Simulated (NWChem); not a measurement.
# CH5OSi (SMILES OC[SiH2]): levels of theory compared

We compute a comparison of 5 runs (UHF/STO-3G, UHF/3-21G, UB2PLYP/6-31G, UB3LYP/6-31G*) of CH5OSi. 

The results are computed with NWChem 7.3.0.

**1. The system as given**

The species is CH5OSi (8 atoms), meant as a doublet with charge 0. As SMILES, `OC[SiH2]`. The coordinates come from a GFN2-xTB relaxation. This is one conformer, not always the lowest.

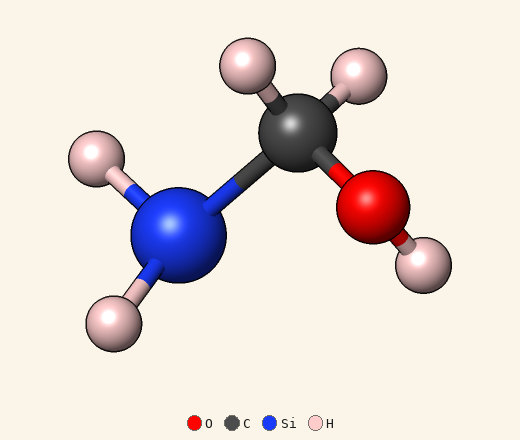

The structure, seen from a chosen angle (oxygen red, carbon dark grey, silicon blue, hydrogen pink).

**2. Energy and forces at UHF/STO-3G (run 1)**

Input file sp.nw:

```
start sp
title "CH5OSi"
memory total 2200 mb
charge 0

geometry noautosym nocenter noautoz
  O     -0.742090     1.000740    -1.036980
  C     -0.292450     0.570250     0.241160
  Si     0.559470    -1.137540     0.146770
  H     -1.420000     0.391110    -1.345720
  H     -1.117020     0.597870     0.965140
  H      0.428560     1.331100     0.553770
  H      1.086880    -1.551530     1.440480
  H      1.496660    -1.202000    -0.964620
end

basis "ao basis" spherical bse
  * library STO-3G
end

scf
  nopen 1
  uhf
  thresh 1e-08
  maxiter 80
  noprint "final vectors analysis"
end

task scf gradient
```

Launch:

```
nwchem sp.nw > sp.out
```

Standard output:

```text
[...]
  functions       =    24
[...]
  wavefunction    = UHF
[...]
         Total SCF energy =   -399.683249764614
      One electron energy =   -761.655020120156
      Two electron energy =    258.341960660630
 Nuclear repulsion energy =    103.629809694911
                       Sz =      0.5000
                 Sz(Sz+1) =      0.7500
                      S^2 =      0.7531
[...]
                         UHF ENERGY GRADIENTS
    atom               coordinates                        gradient
                 x          y          z           x          y          z
   1 O      -1.402347   1.891124  -1.959608   -0.021262  -0.042130   0.012815
   2 C      -0.552650   1.077616   0.455726   -0.010672   0.014655  -0.006593
   3 Si      1.057245  -2.149639   0.277355    0.008238   0.011410  -0.003499
   4 H      -2.683411   0.739091  -2.543042    0.024330   0.027697   0.002383
   5 H      -2.110862   1.129810   1.823850   -0.003934   0.003340  -0.001504
   6 H       0.809861   2.515414   1.046474    0.001875  -0.000090  -0.002188
   7 H       2.053905  -2.931967   2.722112   -0.002080  -0.009634   0.016830
   8 H       2.828277  -2.271451  -1.822867    0.003505  -0.005248  -0.018244
[...]
```

It took 1.4 s on 1 thread of Intel Xeon 6975P-C (Granite Rapids), shared host; peak memory 0.098 GiB.

**3. Energy and forces at UHF/3-21G (run 2)**

Input file nw.xyz:

```xyz
8

O     -0.742090     1.000740    -1.036980
C     -0.292450     0.570250     0.241160
Si     0.559470    -1.137540     0.146770
H     -1.420000     0.391110    -1.345720
H     -1.117020     0.597870     0.965140
H      0.428560     1.331100     0.553770
H      1.086880    -1.551530     1.440480
H      1.496660    -1.202000    -0.964620
```

Input file nw.nw:

```
start nw
memory stack 880 mb heap 220 mb global 1100 mb

geometry noautosym nocenter noautoz
load nw.xyz
end

basis spherical bse
* library 3-21G
end

scf
doublet
uhf
thresh 1e-08
maxiter 80
print low
end

task scf gradient
```

Launch:

```
nwchem nw.nw > nw.out
```

Standard output:

```text
[...]
  functions       =    41
[...]
  wavefunction    = UHF
[...]
         Total SCF energy =   -402.330522700385
      One electron energy =   -761.956302896685
      Two electron energy =    255.995970501389
 Nuclear repulsion energy =    103.629809694911
                       Sz =      0.5000
                 Sz(Sz+1) =      0.7500
                      S^2 =      0.7549
[...]
                         UHF ENERGY GRADIENTS
    atom               coordinates                        gradient
                 x          y          z           x          y          z
   1 O      -1.402347   1.891124  -1.959608    0.005793  -0.003264   0.021275
   2 C      -0.552650   1.077616   0.455726   -0.002123  -0.014754  -0.026562
   3 Si      1.057245  -2.149639   0.277355    0.012521   0.004858   0.001754
   4 H      -2.683411   0.739091  -2.543042    0.004614  -0.000990   0.005438
   5 H      -2.110862   1.129810   1.823850   -0.007892   0.002723   0.001414
   6 H       0.809861   2.515414   1.046474    0.004320   0.006289  -0.000399
   7 H       2.053905  -2.931967   2.722112   -0.007282   0.004315  -0.009456
   8 H       2.828277  -2.271451  -1.822867   -0.009949   0.000823   0.006535
 Task  times  cpu:        1.3s     wall:        1.3s
 Total times  cpu:        1.4s     wall:        1.4s
```

It took 1.9 s on 1 thread of Intel Xeon 6975P-C (Granite Rapids), shared host; peak memory 0.099 GiB.

Runs 3 to 4 aren't shown in full; the table further down has their settings and results.

**4. Energy and forces at UB3LYP/6-31G(d) (Cartesian functions) (run 5)**

Input file ch5osi.nw:

```
start ch5osi
memory total 2200 mb
charge 0

geometry units bohr noautosym nocenter noautoz
  O     -1.40234686     1.89112452    -1.95960820
  C     -0.55265041     1.07761632     0.45572635
  Si     1.05724507    -2.14963906     0.27735510
  H     -2.68341110     0.73909078    -2.54304224
  H     -2.11086188     1.12981056     1.82385027
  H      0.80986103     2.51541444     1.04647364
  H      2.05390553    -2.93196677     2.72211269
  H      2.82827750    -2.27145080    -1.82286761
end

basis cartesian
  * library 6-31G*
end

dft
  xc b3lyp
  mult 2
  grid xfine
  convergence energy 1e-08
  maxiter 100
  mulliken
  noprint "final vectors analysis"
end

task dft gradient
```

Launch:

```
nwchem ch5osi.nw > ch5osi.out
```

Standard output:

```text
[...]
          Wavefunction type:  spin polarized.
          No. of atoms     :     8
          No. of electrons :    33
[...]
          Charge           :     0
          Spin multiplicity:     2
[...]
          AO basis - number of functions:    59
[...]
              XC Information
              --------------
                         B3LYP Method XC Potential
                     Hartree-Fock (Exact) Exchange  0.200
                        Slater Exchange Functional  0.800 local
                    Becke 1988 Exchange Functional  0.720 non-local
              Lee-Yang-Parr Correlation Functional  0.810
                  VWN I RPA Correlation Functional  0.190 local
[...]
 d= 0,ls=0.0,diis     1   -405.6947537300 -5.09D+02  8.95D-03  1.31D-01     2.6
[...]
 d= 0,ls=0.0,diis    10   -405.7494648424 -8.50D-09  1.55D-06  2.31D-09    24.9
[...]
         Total DFT energy =     -405.749464842363
      One electron energy =     -764.932621034469
           Coulomb energy =      292.363241808676
    Exchange-Corr. energy =      -36.809887830993
 Nuclear repulsion energy =      103.629802214422
[...]
      Total Density - Mulliken Population Analysis
     ---------------------------------------------
    Atom       Charge   Shell Charges
 -----------   ------   -------------------------------------------------------
    1 O    8     8.61   1.99  0.90  2.92  0.98  1.79  0.03
    2 C    6     6.22   1.99  0.68  2.04  0.58  0.87  0.05
    3 Si  14    13.80   2.00  1.99  5.96  1.08  1.83  0.32  0.53  0.08
    4 H    1     0.60   0.48  0.12
    5 H    1     0.85   0.53  0.32
    6 H    1     0.83   0.53  0.30
    7 H    1     1.05   0.51  0.54
    8 H    1     1.03   0.51  0.52
[...]
      <S2> =      0.7516 (Exact =     0.7500)
[...]
  wavefunction    = open shell
                         DFT ENERGY GRADIENTS
    atom               coordinates                        gradient
                 x          y          z           x          y          z
   1 O      -1.402347   1.891125  -1.959608   -0.003130  -0.007868   0.007302
   2 C      -0.552650   1.077616   0.455726    0.001817  -0.000951   0.001190
   3 Si      1.057245  -2.149639   0.277355    0.018390  -0.002011   0.000737
   4 H      -2.683411   0.739091  -2.543042    0.004944   0.004586   0.001129
   5 H      -2.110862   1.129811   1.823850   -0.000857   0.001899  -0.004700
   6 H       0.809861   2.515414   1.046474   -0.001996  -0.000618  -0.002382
   7 H       2.053906  -2.931967   2.722113   -0.008178   0.004574  -0.010366
   8 H       2.828278  -2.271451  -1.822868   -0.010989   0.000388   0.007091
[...]
```

Wall time 30 s (1 thread of Intel Xeon 6975P-C (Granite Rapids), shared host); peak memory 0.13 GiB.

**5. All runs side by side**

| run | level | task | iteration cap | energy (Eh) | dipole moment (D) | ⟨S²⟩ | largest force (eV/Å) | wall time |
| --- | --- | --- | --- | --- | --- | --- | --- | --- |
| 1 | UHF/STO-3G | gradient | 80 | -399.683250 | 1.91 | 0.753 | 2.515 | 1.4 s |
| 2 | UHF/3-21G | gradient | 80 | -402.330523 | – | 0.755 | 1.566 | 1.9 s |
| 3 | UB2PLYP/6-31G | energy | 100 | -405.359896 | 1.78 | 0.752 | – | 17 s |
| 4 | UB3LYP/6-31G* (spherical functions) | gradient | 100 | -405.745578 | 1.21 | 0.752 | 0.951 | 29 s |
| 5 | UB3LYP/6-31G* (Cartesian functions) | gradient | 100 | -405.749465 | 1.22 | 0.752 | 0.952 | 30 s |

**6. Summary of results**

```
                       quantity          value
            run 5: total energy  -405.74946 Eh
           run 5: dipole moment         1.22 D
                    run 5: ⟨S²⟩          0.752
run 5: largest force on an atom     0.952 eV/Å
```

Over runs 1, 3, 4, 5 the dipole moment (its size) runs from 1.21 D (UB3LYP/6-31G*) to 1.91 D (UHF/STO-3G). The two ends differ in method and basis. Totals of different functionals can't be ranked against each other. In run 1 the basis is minimal, so the values are rough. All runs together took 79 s, the longest 30 s.
